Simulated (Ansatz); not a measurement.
Base system: TiO2 in the rutile structure (space group P4_2/mnm, No. 136; a = 4.6435 Å, c = 2.9637 Å). Axes: x, y, z lie along a, b, c of the conventional cell.

It is then changed as follows: uniaxial stress, 5 GPa compression along z, with the cell and atoms free to relax against it.

The values are results of DFT with PBE, PAW potentials and a 420 eV plane-wave cutoff in Ansatz (a first-principles code), no SOC, earlier PAW set, not measurements.

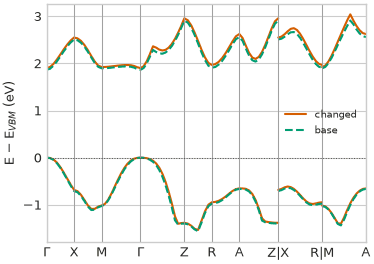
Figure: Highest valence and lowest conduction band along the path, each from its own valence-band maximum

**Question.** Read the changed gap and its character from the plot.

**Answer.** About 1.9 eV, direct at Γ.

Load acts through the strain it causes; cell and atoms are relaxed under it. Stability under load was not tested beyond the relaxation. The final runs are not spin-polarised.
